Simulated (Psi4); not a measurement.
# SiF3 (trifluorosilyl) at U-wB97X-D/pcseg-0 (sweep point 1)

What is the energy change on altering one bond length of SiF3 (trifluorosilyl) at U-wB97X-D/pcseg-0 (sweep point 1)? Input form: a Python script.

The results are computed with Psi4 1.11.

### Step 1. The structure to begin with

SiF3: 4 atoms, total charge 0, spin state doublet. SMILES: `F[Si](F)F`. The coordinates come from a GFN2-xTB relaxation.

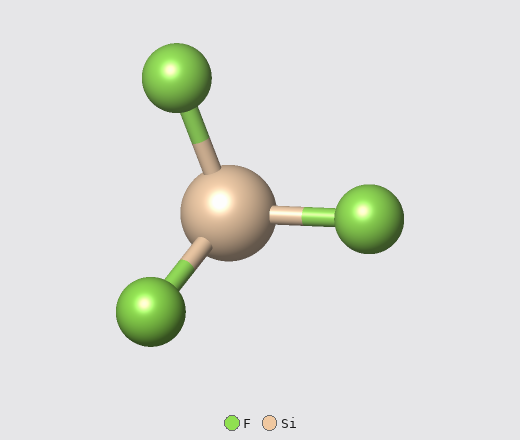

Viewed from a chosen angle; fluorine green, silicon light orange.

### Step 2. The energy at U-wB97X-D/pcseg-0 (sweep point 1)

Input file run.py:

```python
import psi4

psi4.set_memory('1600 MB')
psi4.set_num_threads(1)
psi4.core.set_output_file('psi4.out', False)

mol = psi4.geometry("""
0 2
F      0.787890    -0.508980     1.119030
Si    -0.325240     0.244050     0.268860
F     -0.962750    -0.889100    -0.646850
F      0.500100     1.154030    -0.741040
units angstrom
symmetry c1
""")

psi4.set_options({
    'basis': 'pcseg-0',
    'reference': 'uks',
    'puream': True,
    'scf_type': 'pk',
    'dft_radial_points': 99,
    'dft_spherical_points': 590,
    'maxiter': 150,
})

energy_value = psi4.energy("wb97x-d", molecule=mol)
print(f'total energy {energy_value:.8f} hartree = {energy_value * 27.211386:.5f} eV')
for k, v in sorted(psi4.core.scalar_variables().items()):
    print(f'{k:45s} {v:18.10f}')
```

Command:

```console
$ python run.py
```

psi4.out:

```text
[...]
  Running in c1 symmetry.
[...]
  Nuclear repulsion =  176.933542927181890
[...]
  Multiplicity = 2
[...]
  Nalpha       = 21
  Nbeta        = 20
[...]
    Number of basis functions: 40
[...]
   @UKS iter   1:  -587.70681508475332   -4.82834e-01   1.48727e-02 ADIIS/DIIS
[...]
   @UKS iter   9:  -587.82149484146771   -8.55493e-10   1.07206e-07 DIIS
[...]
   @S^2 Observed:                7.512139789E-01
[...]
    Orbital Energies [Eh]
    ---------------------
    Alpha Occupied:
       1A    -66.395134     2A    -24.829746     3A    -24.829431
       4A    -24.829293     5A     -5.482003     6A     -3.908103
       7A     -3.907509     8A     -3.907507     9A     -1.346145
      10A     -1.311073    11A     -1.310811    12A     -0.683509
      13A     -0.604187    14A     -0.604020    15A     -0.587293
      16A     -0.542608    17A     -0.542538    18A     -0.523221
      19A     -0.522993    20A     -0.507973    21A     -0.370394
    Alpha Virtual:
      22A      0.121573    23A      0.122129    24A      0.199239
      25A      0.293280    26A      0.655822    27A      0.682854
[...]
  @UKS Final Energy:  -587.82149484146771
   => Energetics <=
    Nuclear Repulsion Energy =            176.9335429271818896
    One-Electron Energy =               -1169.1722911144802310
    Two-Electron Energy =                 441.9712251138234933
    DFT Exchange-Correlation Energy =     -37.5535780421851868
    Empirical Dispersion Energy =          -0.0003937258076022
    VV10 Nonlocal Energy =                  0.0000000000000000
    Total Energy =                       -587.8214948414677110
[...]
 Multipole Moments:
 ------------------------------------------------------------------------------------
     Multipole            Electronic (a.u.)      Nuclear  (a.u.)        Total (a.u.)
 ------------------------------------------------------------------------------------
 L = 1.  Multiply by 2.5417464519 to convert [e a0] to [Debye]
 Dipole X            :         -0.2161767           -0.4104166           -0.6265934
 Dipole Y            :          0.1605748            0.3079639            0.4685388
 Dipole Z            :          0.1777205            0.3392714            0.5169919
 Magnitude           :                                                    0.9377784
[...]
```

The script printed:

```text
total energy -587.82149484 hartree = -15995.43760 eV
CURRENT ENERGY                                   -587.8214948415
CURRENT REFERENCE ENERGY                         -587.8214948415
DD SOLVATION ENERGY                                 0.0000000000
DFT FUNCTIONAL TOTAL ENERGY                      -587.8211011157
DFT TOTAL ENERGY                                 -587.8214948415
DFT VV10 ENERGY                                     0.0000000000
DFT XC ENERGY                                     -37.5535780422
DISPERSION CORRECTION ENERGY                       -0.0003937258
GRID ELECTRONS ALPHA                               20.9999981540
GRID ELECTRONS BETA                                19.9999983097
GRID ELECTRONS TOTAL                               40.9999964637
NUCLEAR REPULSION ENERGY                          176.9335429272
ONE-ELECTRON ENERGY                             -1169.1722911145
PCM POLARIZATION ENERGY                             0.0000000000
PE ENERGY                                           0.0000000000
SCF ITERATION ENERGY                             -587.8214948415
SCF ITERATIONS                                      9.0000000000
SCF TOTAL ENERGY                                 -587.8214948415
TWO-ELECTRON ENERGY                               441.9712251138
WB97X-D DISPERSION CORRECTION ENERGY               -0.0003937258
XC GRID RADIAL POINTS                              99.0000000000
XC GRID SPHERICAL POINTS                          590.0000000000
XC GRID TOTAL POINTS                           224826.0000000000
```

Wall time 5.1 s (1 thread of Intel Xeon 6975P-C (Granite Rapids), shared host); peak memory 0.41 GiB.

### Step 3. The distorted shape, same level

Input file calc.py:

```python
import psi4

psi4.set_memory(1600000000)
psi4.set_num_threads(1)
psi4.set_output_file('f3si.out', False)

molecule = psi4.geometry("""
0 2
F      1.297900     0.397544     1.851601
Si     0.184770     1.150574     1.001431
F     -0.962750    -0.889100    -0.646850
F      1.010110     2.060554    -0.008469
symmetry c1
""")

psi4.set_options({
    'basis': 'pcseg-0',
    'reference': 'uks',
    'puream': True,
    'scf_type': 'pk',
    'dft_radial_points': 99,
    'dft_spherical_points': 590,
    'maxiter': 150,
})

E, wfn = psi4.energy('wb97x-d', return_wfn=True)
print(f'wb97x-d energy: {E:.10f} Eh')
```

Command:

```console
$ python calc.py
```

f3si.out:

```text
[...]
  Running in c1 symmetry.
[...]
  Nuclear repulsion =  147.985723597815877
[...]
  Multiplicity = 2
[...]
  Nalpha       = 21
  Nbeta        = 20
[...]
    Number of basis functions: 40
[...]
   @UKS iter   1:  -587.37651800204799   -6.27575e-01   1.91986e-02 DIIS/ADIIS
[...]
   @UKS iter  22:  -587.70333432536393   -6.43649e-09   5.62917e-07 DIIS
[...]
   @S^2 Observed:                7.650833656E-01
[...]
    Orbital Energies [Eh]
    ---------------------
    Alpha Occupied:
       1A    -66.368837     2A    -24.834992     3A    -24.834830
       4A    -24.834809     5A     -5.453913     6A     -3.881030
       7A     -3.879120     8A     -3.875408     9A     -1.337482
      10A     -1.313020    11A     -1.254487    12A     -0.667330
      13A     -0.594636    14A     -0.579819    15A     -0.568086
      16A     -0.558465    17A     -0.529927    18A     -0.522627
      19A     -0.497069    20A     -0.495686    21A     -0.390515
    Alpha Virtual:
      22A     -0.017178    23A      0.101706    24A      0.140482
      25A      0.292178    26A      0.656277    27A      0.689903
[...]
  @UKS Final Energy:  -587.70333432536393
   => Energetics <=
    Nuclear Repulsion Energy =            147.9857235978158769
    One-Electron Energy =               -1111.9010789796307108
    Two-Electron Energy =                 413.6382681275252935
    DFT Exchange-Correlation Energy =     -37.4257200309025535
    Empirical Dispersion Energy =          -0.0005270401718753
    VV10 Nonlocal Energy =                  0.0000000000000000
    Total Energy =                       -587.7033343253639259
[...]
 Multipole Moments:
 ------------------------------------------------------------------------------------
     Multipole            Electronic (a.u.)      Nuclear  (a.u.)        Total (a.u.)
 ------------------------------------------------------------------------------------
 L = 1.  Multiply by 2.5417464519 to convert [e a0] to [Debye]
 Dipole X            :          0.0367957           -0.2495227           -0.2127270
 Dipole Y            :         -0.1672331            0.5939470            0.4267139
 Dipole Z            :         -0.1553028            0.5703771            0.4150743
 Magnitude           :                                                    0.6321583
[...]
```

On the terminal:

```text
wb97x-d energy: -587.7033343254 Eh
```

Run time: 8.7 s. Hardware: 1 thread of Intel Xeon 6975P-C (Granite Rapids), shared host; peak memory 0.4 GiB.

### Step 4. What came out

Level: U-wB97X-D/pcseg-0 (sweep point 1).

```
                                                          quantity          value
                                         first shape: total energy  -587.82149 Eh
                                        first shape: dipole moment         2.38 D
                   first shape: HOMO energy (highest over α and β)      -10.08 eV
                    first shape: LUMO energy (lowest over α and β)       -2.97 eV
                                    first shape: dispersion energy   -1.03 kJ/mol
                                                 first shape: ⟨S²⟩          0.751
                                     distorted shape: total energy  -587.70333 Eh
                                    distorted shape: dipole moment         1.61 D
               distorted shape: HOMO energy (highest over α and β)      -10.50 eV
                distorted shape: LUMO energy (lowest over α and β)       -4.06 eV
                                distorted shape: dispersion energy   -1.38 kJ/mol
                                             distorted shape: ⟨S²⟩          0.765
energy change with the Si2–F3 bond stretched from 1.590 to 2.862 Å       3.215 eV
```

**Reading.** With the Si2–F3 bond stretched from 1.590 to 2.862 Å the energy rises by 3.22 eV (310 kJ/mol). The first shape isn't relaxed at this level, so the change isn't measured from a minimum.
